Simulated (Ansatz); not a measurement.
BFH₂O···AlH₃O

The calculation's input:

```
crystal:
  periodic: [false, false, false]
  atoms:
    - { symbol: B, position_ang: [-0.11952, -0.212699, -0.502612] }
    - { symbol: F, position_ang: [-0.444209, -1.037065, 0.490494] }
    - { symbol: O, position_ang: [1.135488, -0.229357, -0.978599] }
    - { symbol: H, position_ang: [1.709193, -0.80864, -0.495137] }
    - { symbol: H, position_ang: [-0.956472, 0.432145, -1.025667] }
    - { symbol: O, position_ang: [0.072231, 1.326205, 1.59861] }
    - { symbol: Al, position_ang: [0.88251, 2.525333, 2.493827] }
    - { symbol: H, position_ang: [1.213395, 2.251034, 4.016555] }
    - { symbol: H, position_ang: [1.271465, 3.848567, 1.735195] }
    - { symbol: H, position_ang: [-0.243281, 0.484878, 1.960233] }
basis:
  gaussian: { orbitals: "6-31G*" }
hamiltonian:
  xc: hf
relax:
  f_tol: 0.03
  max_steps: 50
output:
  orbitals: {}
```

Launched as:

```sh
ansatz run input.yaml --threads 1 --pin off --max-ram 2048MiB --backend cpu --events-out ev --progress --plain --runs-dir out
```

The fields are those of the run's last geometry, not of the input's.

These are results of RHF/6-31G* (Ansatz 0.2.0), not measurements.

Q: What will maps of the electron density and electron localisation function show?

A: B1···O6 (2.63 Å): the density falls to about 0.08 e/Å³ on the way; the ELF is about 0.10 at the midpoint.
B–F (1.33 Å): ρ at the midpoint is about 2.2 e/Å³; the ELF peaks at about 0.85 between the atoms; a polar covalent bond.
Al–O (1.71 Å): the density is about 0.85 e/Å³ at the midpoint; the ELF peaks at about 0.90 in the valence shell of O, 0.6 Å from its nucleus, and is about 0.45 at the midpoint.
O–H (0.95 Å): ρ at the midpoint is about 3.7 e/Å³; the ELF climbs to about 1 towards the hydrogen, as it does in any bond to H; a covalent bond by its length.

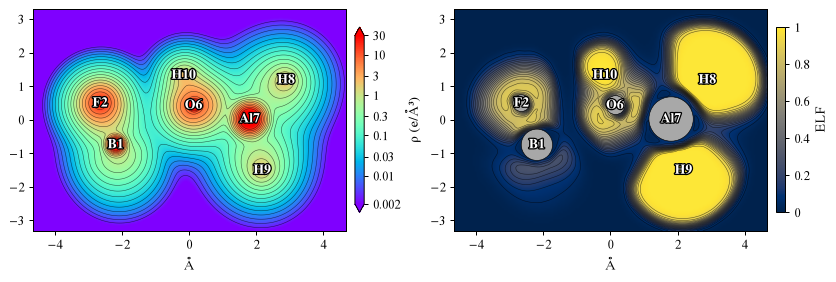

Computed electron density and electron localisation function on the plane of atoms Al7, O6 and H10, in this order. Grey discs cover the atomic cores in the ELF map. 
